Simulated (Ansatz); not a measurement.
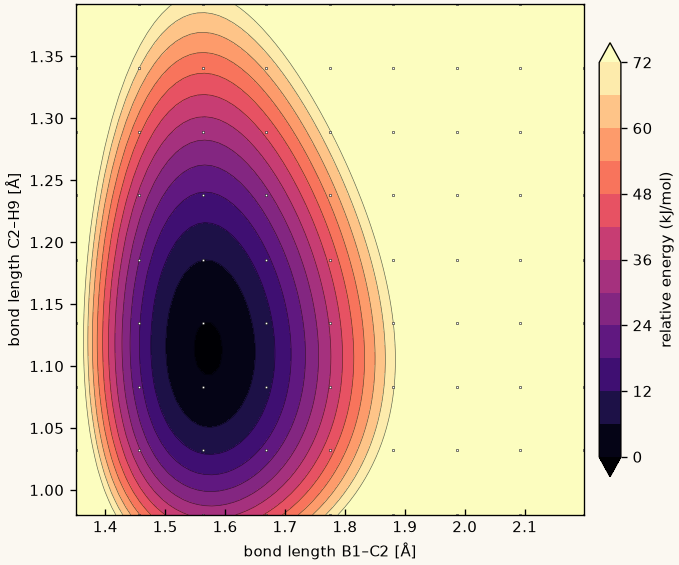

C2H4BFO2, SMILES BC(F)OC=O. First axis: bond length B1–C2. Second axis: bond length C2–H9. Nothing is relaxed (all other coordinates rigid). The scan uses a 9 × 9 grid. Points are written as (first, second). Energies are in kJ/mol, from the lowest grid point. All numbers below come from Ansatz, RKS PBE0-D4/def2-SVP.

In the figure: filled contours, dots at the grid points, one colour for all values above the top of the scale. Between grid points the surface is interpolated.

> Where is the minimum, and how stiff is the well along each coordinate?

The interpolated minimum is at bond length B1–C2 ≈ 1.570 Å, bond length C2–H9 ≈ 1.114 Å. The curvatures there are about 24 eV/Å² and 31 eV/Å², with a cross term of about 1 eV/Å². Round the minimum the two coordinates are nearly uncoupled. (1 eV is 96.5 kJ/mol.)
